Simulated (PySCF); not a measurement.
# C3H6O2Si: electronic excitations and core binding energies

What electronic excitations and core binding energies should C3H6O2Si (`O=C[C@H]1C[SiH2]O1`) show?

Computed with PySCF 2.14.0, with density-fitted response routines of our own, on a single molecule in the gas phase. Atoms count from 0, in the outputs and in this text.

## (1) Starting geometry

12 atoms, charge 0, multiplicity 1; geometry from: GFN2-xTB.

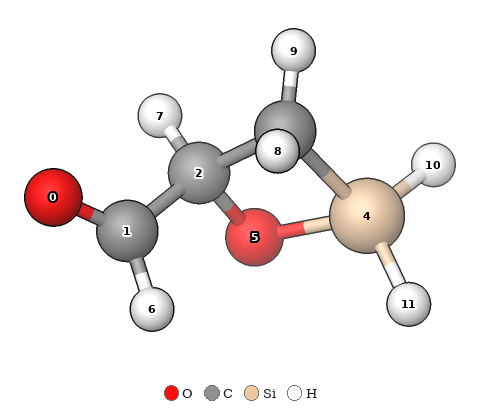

As it starts; oxygen red, carbon grey, silicon light orange, hydrogen white, atoms numbered; sticks join atoms by distance.

## (2) Excited states and response: CAM-B3LYP/def2-SVPD

What the job is given:

```
{"job": {"kind": "uv", "xc": "CAM-B3LYP", "basis": "def2-SVPD", "nstates": 8, "ntriplets": 3}, "charge": 0, "multiplicity": 1}
O     -2.614782     0.678944    -0.802261
C     -1.789872     0.065790    -0.186363
C     -0.407491    -0.248338    -0.664837
C      0.569518     0.846596    -0.184060
Si     1.376432    -0.595184     0.776479
O      0.137456    -1.384273     0.006280
H     -1.966654    -0.285570     0.848942
H     -0.393163    -0.411641    -1.744335
H      0.081178     1.625926     0.394398
H      1.120608     1.309388    -0.995169
H      2.682264    -1.029083     0.302600
H      1.205706    -0.573241     2.222298
```

Method: TDDFT CAM-B3LYP/def2-SVPD, vertical, gas phase, core orbitals frozen in the response.

Command:

```bash
$ OMP_NUM_THREADS=1 python probes_run.py task.json out
```

This one command runs all jobs of the session in turn.

The log of the run:

```text
coarse grid: 10776 points
cycle   1  E = -557.1683793390  dE =  1.067e+00  |g| = 1.010e+00  |ddm| = 4.570e+00
cycle   2  E = -556.8693784193  dE =  2.990e-01  |g| = 1.656e+00  |ddm| = 2.922e+00
cycle   3  E = -557.3732310548  dE = -5.039e-01  |g| = 1.166e-01  |ddm| = 1.823e+00
cycle   4  E = -557.3750046862  dE = -1.774e-03  |g| = 8.317e-02  |ddm| = 2.058e-01
cycle   5  E = -557.3762618121  dE = -1.257e-03  |g| = 1.445e-02  |ddm| = 1.034e-01
cycle   6  E = -557.3763075345  dE = -4.572e-05  |g| = 5.360e-03  |ddm| = 2.407e-02
cycle   7  E = -557.3763148361  dE = -7.302e-06  |g| = 1.294e-03  |ddm| = 1.018e-02
final grid: 100200 points
cycle   8  E = -557.4737623904  dE = -2.096e-05  |g| = 3.899e-03  |ddm| = 5.122e-02
cycle   9  E = -557.4737598635  dE =  2.527e-06  |g| = 5.505e-03  |ddm| = 1.143e-02
cycle  10  E = -557.4737657527  dE = -5.889e-06  |g| = 5.959e-04  |ddm| = 5.889e-03
cycle  11  E = -557.4737658211  dE = -6.837e-08  |g| = 1.976e-04  |ddm| = 8.245e-04
cycle  12  E = -557.4737658284  dE = -7.359e-09  |g| = 7.663e-05  |ddm| = 3.622e-04
cycle  13  E = -557.4737658296  dE = -1.198e-09  |g| = 1.919e-05  |ddm| = 9.875e-05
cycle  14  E = -557.4737658297  dE = -9.345e-11  |g| = 5.321e-06  |ddm| = 3.413e-05
converged SCF energy = -557.4737658297

Static polarisability (au): isotropic 63.581, principal 52.791 58.842 79.109

Singlet excitations
state   eV       nm        f      main configurations
  1   4.1936    295.7   0.00022   H->L 0.70, H->L+1 0.18
  2   6.4229    193.0   0.00337   H-1->L 0.28, H->L+1 0.26, H-2->L 0.19
  3   6.6999    185.1   0.07872   H-1->L 0.64, H-2->L 0.12, H->L+1 0.12
  4   6.9858    177.5   0.00480   H-2->L 0.58, H->L+1 0.23
  5   7.2405    171.2   0.00928   H-3->L 0.42, H-1->L+1 0.32
  6   7.3959    167.6   0.00287   H-1->L+1 0.45, H->L+2 0.19, H->L+3 0.11
  7   7.5601    164.0   0.03960   H-3->L 0.31, H->L+2 0.20, H->L+3 0.14
  8   7.6361    162.4   0.00799   H-2->L+1 0.77

Triplet excitations (Tamm-Dancoff, eV): 3.6097 5.8108 6.1396
```

It took 47 s on 1 thread of Arm Neoverse N1, shared host; peak memory 0.76 GiB.

The orbitals next to the gap, with their largest atomic shares:

| orbital | eV | atoms |
| --- | --- | --- |
| HOMO−3 | -10.95 | O5 32 %, C3 16 %, C2 14 % |
| HOMO−2 | -10.37 | O5 42 %, C3 17 %, Si4 14 % |
| HOMO−1 | -10.11 | O5 27 %, C3 21 %, Si4 17 % |
| HOMO | -8.99 | O0 48 %, C1 16 %, C2 12 % |
| LUMO | -0.13 | C1 24 %, O0 21 %, Si4 15 % |
| LUMO+1 | 0.65 | Si4 28 %, C1 14 %, O5 9 % |
| LUMO+2 | 1.20 | Si4 44 %, H11 10 %, H10 10 % |

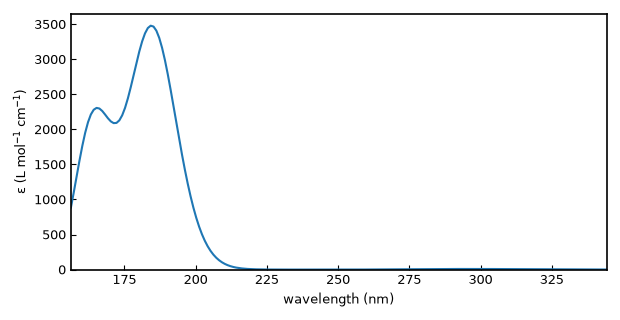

Absorption spectrum: each of the 8 states is a Gaussian band of 0.4 eV half-width at 1/e. Beyond the last state computed it falls off for lack of states.

Ground-state properties from the same run:

| property | computed |
| --- | --- |
| dipole moment (D) | 3.41 |
| polarisability (Å³) | 9.42 |
| HOMO–LUMO gap (eV) | 8.86 |
| −ε(HOMO) (eV) | 8.99 |

## (3) Core holes by ΔSCF: SCAN, X2C

The job, as its differences from that of step 2:

```diff
@@ -1,2 +1,2 @@
-{"job": {"kind": "uv", "xc": "CAM-B3LYP", "basis": "def2-SVPD", "nstates": 8, "ntriplets": 3}, "charge": 0, "multiplicity": 1}
+{"job": {"kind": "xps"}, "charge": 0, "multiplicity": 1}
 O     -2.614782     0.678944    -0.802261
```

Level: delta-SCF UKS SCAN, pcX-2 on the ionised atom, pcseg-1 elsewhere, spin-free X2C.

The log of the run:

```text
ground state, core basis on atom 0 (O), 149 functions
  cycle   1  E = -558.21259791  |g| = 1.02e+00
  cycle   2  E = -557.30592191  |g| = 2.33e+00
  cycle   3  E = -558.39056186  |g| = 3.19e-01
  cycle   4  E = -558.40774690  |g| = 1.62e-01
  cycle   5  E = -558.41271200  |g| = 5.11e-02
  cycle   6  E = -558.41318441  |g| = 1.63e-02
  cycle   7  E = -558.41324160  |g| = 5.03e-03
  cycle   8  E = -558.41324799  |g| = 1.26e-03
  cycle   9  E = -558.41324790  |g| = 1.23e-04
  E(ground) = -558.45560382 Eh
hole in O 1s of atom 0
  cycle   1  E = -537.80330150  |g| = 2.22e+00
  cycle   2  E = -536.25085369  |g| = 2.46e+00
  cycle   3  E = -538.14759725  |g| = 9.91e-01
  cycle   4  E = -538.55625580  |g| = 4.66e-01
  cycle   5  E = -538.60926529  |g| = 2.25e-01
  cycle   6  E = -538.62853104  |g| = 1.02e-01
  cycle   7  E = -538.63428979  |g| = 2.21e-02
  cycle   8  E = -538.63455267  |g| = 6.86e-03
  cycle   9  E = -538.63457253  |g| = 1.86e-03
  cycle  10  E = -538.63457407  |g| = 5.85e-04
  cycle  11  E = -538.63457405  |g| = 2.18e-04
  E(ion) = -538.67855244 Eh   <S^2> = 0.7676   hole on atom = 1.000   binding energy = 538.161 eV
ground state, core basis on atom 1 (C), 149 functions
  cycle   1  E = -558.38844712  |g| = 8.29e-02
  cycle   2  E = -558.38444816  |g| = 1.55e-01
  cycle   3  E = -558.38896592  |g| = 3.14e-02
  cycle   4  E = -558.38915858  |g| = 6.74e-03
  cycle   5  E = -558.38916827  |g| = 1.01e-03
  cycle   6  E = -558.38916925  |g| = 4.90e-04
  E(ground) = -558.43417958 Eh
hole in C 1s of atom 1
  cycle   1  E = -547.05169913  |g| = 1.50e+00
  cycle   2  E = -544.72685459  |g| = 2.35e+00
  cycle   3  E = -547.24142425  |g| = 8.13e-01
  cycle   4  E = -547.38758863  |g| = 7.32e-01
  cycle   5  E = -547.58353799  |g| = 2.02e-01
  cycle   6  E = -547.59196362  |g| = 1.45e-01
  cycle   7  E = -547.60264424  |g| = 4.43e-02
  cycle   8  E = -547.60368966  |g| = 1.39e-02
  cycle   9  E = -547.60382583  |g| = 6.39e-03
  cycle  10  E = -547.60388776  |g| = 4.58e-03
  cycle  11  E = -547.60394362  |g| = 3.40e-03
  cycle  12  E = -547.60397674  |g| = 2.17e-03
  cycle  13  E = -547.60399166  |g| = 8.40e-04
  cycle  14  E = -547.60399031  |g| = 5.49e-04
  cycle  15  E = -547.60399239  |g| = 2.90e-04
  E(ion) = -547.64751978 Eh   <S^2> = 0.8209   hole on atom = 1.000   binding energy = 293.520 eV
ground state, core basis on atom 2 (C), 149 functions
  cycle   1  E = -558.38881322  |g| = 6.09e-02
  cycle   2  E = -558.38863330  |g| = 3.88e-02
  cycle   3  E = -558.38843231  |g| = 5.03e-02
  cycle   4  E = -558.38893344  |g| = 8.29e-03
  cycle   5  E = -558.38894962  |g| = 1.25e-03
  cycle   6  E = -558.38895035  |g| = 4.05e-04
  E(ground) = -558.43337843 Eh
hole in C 1s of atom 2
  cycle   1  E = -547.06929199  |g| = 1.52e+00
  cycle   2  E = -545.62008939  |g| = 2.38e+00
  cycle   3  E = -547.45159968  |g| = 6.82e-01
  cycle   4  E = -547.48551928  |g| = 6.12e-01
  cycle   5  E = -547.63083401  |g| = 1.22e-01
  cycle   6  E = -547.63455483  |g| = 6.95e-02
  cycle   7  E = -547.63647249  |g| = 1.00e-02
  cycle   8  E = -547.63652755  |g| = 5.32e-03
  cycle   9  E = -547.63654713  |g| = 2.72e-03
  cycle  10  E = -547.63655431  |g| = 1.35e-03
  cycle  11  E = -547.63655579  |g| = 5.40e-04
  cycle  12  E = -547.63655710  |g| = 1.88e-04
  E(ion) = -547.68023680 Eh   <S^2> = 0.7768   hole on atom = 1.000   binding energy = 292.608 eV
ground state, core basis on atom 3 (C), 149 functions
  cycle   1  E = -558.38575963  |g| = 5.87e-02
  cycle   2  E = -558.38569411  |g| = 2.63e-02
  cycle   3  E = -558.38568472  |g| = 2.74e-02
  cycle   4  E = -558.38583918  |g| = 8.53e-03
  cycle   5  E = -558.38585491  |g| = 1.22e-03
  cycle   6  E = -558.38585466  |g| = 3.67e-04
  E(ground) = -558.43060693 Eh
hole in C 1s of atom 3
  cycle   1  E = -547.12916619  |g| = 1.51e+00
  cycle   2  E = -546.15286246  |g| = 2.01e+00
  cycle   3  E = -547.59376990  |g| = 5.26e-01
  cycle   4  E = -547.58048257  |g| = 5.61e-01
  cycle   5  E = -547.70098273  |g| = 1.19e-01
  cycle   6  E = -547.70522300  |g| = 6.19e-02
  cycle   7  E = -547.70665118  |g| = 1.23e-02
  cycle   8  E = -547.70671675  |g| = 4.62e-03
  cycle   9  E = -547.70672875  |g| = 1.24e-03
  cycle  10  E = -547.70673220  |g| = 6.61e-04
  cycle  11  E = -547.70673164  |g| = 3.29e-04
  E(ion) = -547.75021035 Eh   <S^2> = 0.7700   hole on atom = 1.000   binding energy = 290.628 eV
ground state, core basis on atom 4 (Si), 160 functions
  cycle   1  E = -558.48603701  |g| = 2.88e-01
  cycle   2  E = -558.48610034  |g| = 4.56e-02
  cycle   3  E = -558.48604147  |g| = 3.98e-02
  cycle   4  E = -558.48631596  |g| = 1.37e-02
  cycle   5  E = -558.48635241  |g| = 4.48e-03
  cycle   6  E = -558.48635672  |g| = 6.08e-04
  cycle   7  E = -558.48635725  |g| = 1.35e-04
  E(ground) = -558.48952557 Eh
hole in Si 1s of atom 4
  cycle   1  E = -489.52959626  |g| = 4.35e+00
  cycle   2  E = -487.80397145  |g| = 2.62e+00
  cycle   3  E = -485.71977477  |g| = 2.48e+00
  cycle   4  E = -490.39930417  |g| = 6.15e-01
  cycle   5  E = -490.41188228  |g| = 6.44e-01
  cycle   6  E = -490.56946810  |g| = 1.69e-01
  cycle   7  E = -490.58085523  |g| = 4.63e-02
  cycle   8  E = -490.58128084  |g| = 4.55e-02
  cycle   9  E = -490.58209314  |g| = 7.55e-03
  cycle  10  E = -490.58211710  |g| = 2.71e-03
  cycle  11  E = -490.58212085  |g| = 1.07e-03
  cycle  12  E = -490.58212121  |g| = 1.81e-04
  E(ion) = -490.59247067 Eh   <S^2> = 0.7525   hole on atom = 1.000   binding energy = 1847.573 eV
hole in Si 2p of atom 4
  cycle   1  E = -554.18834760  |g| = 1.24e+00
  cycle   2  E = -552.28618610  |g| = 1.81e+00
  cycle   3  E = -553.81980186  |g| = 1.16e+00
  cycle   4  E = -554.45708311  |g| = 2.67e-01
  cycle   5  E = -554.47748010  |g| = 2.56e-01
  cycle   6  E = -554.50575995  |g| = 4.54e-02
  cycle   7  E = -554.50632211  |g| = 3.22e-02
  cycle   8  E = -554.50674598  |g| = 1.12e-02
  cycle   9  E = -554.50680136  |g| = 2.62e-03
  cycle  10  E = -554.50680395  |g| = 1.21e-03
  cycle  11  E = -554.50680519  |g| = 3.02e-04
  E(ion) = -554.52057607 Eh   <S^2> = 0.7523   hole on atom = 1.003   binding energy = 108.001 eV
  2p3/2 = 107.744 eV   2p1/2 = 108.370 eV
ground state, core basis on atom 5 (O), 149 functions
  cycle   1  E = -558.41741109  |g| = 1.01e-01
  cycle   2  E = -558.41667424  |g| = 7.75e-02
  cycle   3  E = -558.41703780  |g| = 6.53e-02
  cycle   4  E = -558.41776645  |g| = 1.35e-02
  cycle   5  E = -558.41779710  |g| = 4.91e-03
  cycle   6  E = -558.41780513  |g| = 5.16e-04
  cycle   7  E = -558.41780558  |g| = 1.42e-04
  E(ground) = -558.45955033 Eh
hole in O 1s of atom 5
  cycle   1  E = -537.81513282  |g| = 2.23e+00
  cycle   2  E = -536.34512349  |g| = 2.68e+00
  cycle   3  E = -538.14888437  |g| = 1.06e+00
  cycle   4  E = -538.43064546  |g| = 7.37e-01
  cycle   5  E = -538.62466734  |g| = 2.15e-01
  cycle   6  E = -538.64338841  |g| = 5.98e-02
  cycle   7  E = -538.64488086  |g| = 1.23e-02
  cycle   8  E = -538.64493626  |g| = 4.47e-03
  cycle   9  E = -538.64494580  |g| = 1.20e-03
  cycle  10  E = -538.64494601  |g| = 2.75e-04
  E(ion) = -538.68733801 Eh   <S^2> = 0.7630   hole on atom = 1.000   binding energy = 538.029 eV
```

It took 2.4 min on 1 thread of Arm Neoverse N1, shared host; peak memory 0.64 GiB.

The holes in one table. −ε is the ground-state orbital energy:

| hole | stands for | environment | ΔSCF (eV; 2p as the shell's mean) | −ε (eV) | ⟨S²⟩ |
| --- | --- | --- | --- | --- | --- |
| O1s on O0 | O0 | aldehyde oxygen | 538.16 | 516.8 | 0.768 |
| C1s on C1 | C1 | aldehyde carbonyl carbon | 293.52 | 276.2 | 0.821 |
| C1s on C2 | C2 | sp3 CH bonded to O, α to a carbonyl | 292.61 | 275.7 | 0.777 |
| C1s on C3 | C3 | sp3 CH2 bonded to Si | 290.63 | 274.0 | 0.770 |
| Si1s on Si4 | Si4 | silicon bonded to C, O, 2 H, in a 4-membered ring | 1847.57 | 1794.2 | 0.752 |
| Si2p on Si4 | Si4 | silicon bonded to C, O, 2 H, in a 4-membered ring | 107.95 | 97.0 | 0.752 |
| O1s on O5 | O5 | oxygen bonded to C, Si, in a 4-membered ring | 538.03 | 516.6 | 0.763 |

With the spin-orbit splitting: Si4 2p3/2 107.74, 2p1/2 108.37 eV. The table gives each 2p level as the mean over the whole 2p shell (two parts 2p3/2, one part 2p1/2), which differs a little from the single hole in the log.

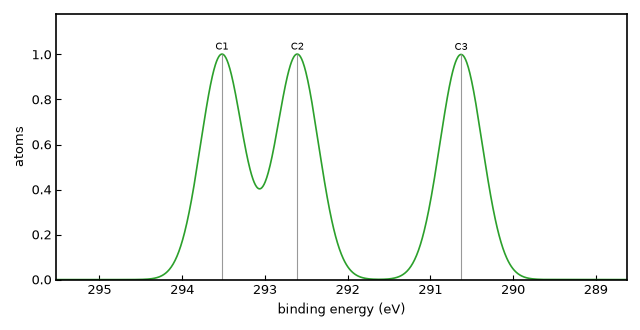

The C1s photoelectron lines, weighted by the number of atoms. Lines are broadened to a width of 0.60 eV (Gaussian).

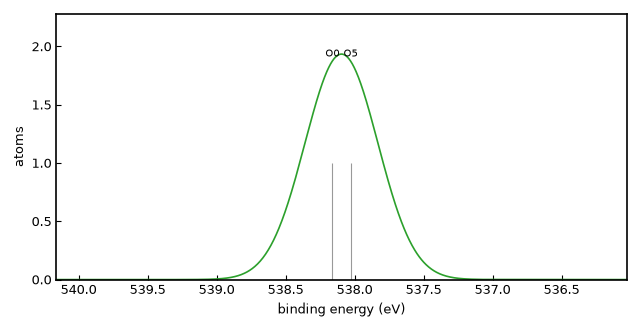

The O1s photoelectron lines, weighted by the number of atoms. Lines are broadened to a width of 0.60 eV (Gaussian).

## (4) Summary of results

| quantity | value |
| --- | --- |
| lowest singlet (CAM-B3LYP/def2-SVPD) | 4.19 eV (296 nm), f = 0.000 |
| brightest single state of those computed | state 3, 6.70 eV, f = 0.079 |
| lowest triplet | 3.61 eV |
| C1s binding energies, SCAN/pcX-2 | C1 293.52, C2 292.61, C3 290.63 eV |
| O1s binding energies, SCAN/pcX-2 | O0 538.16, O5 538.03 eV |
| Si1s binding energies, SCAN/pcX-2 | Si4 1847.57 eV |
| Si2p binding energies, SCAN/pcX-2 | Si4 107.95 eV |

The first singlet state (HOMO→LUMO 0.70, HOMO→LUMO+1 0.18) lies at 4.19 eV and is dark; of the 8 states computed, the strongest absorption comes from state 3 at 6.70 eV. The lowest triplet lies 0.58 eV below the lowest singlet (triplets in Tamm-Dancoff, singlets in full TDDFT). The C1s levels kept as sound span 2.89 eV, from C3 (sp3 CH2 bonded to Si) up to C1 (aldehyde carbonyl carbon). O0 (aldehyde oxygen) binds its O1s electron 0.13 eV more tightly than O5 (oxygen bonded to C, Si, in a 4-membered ring).
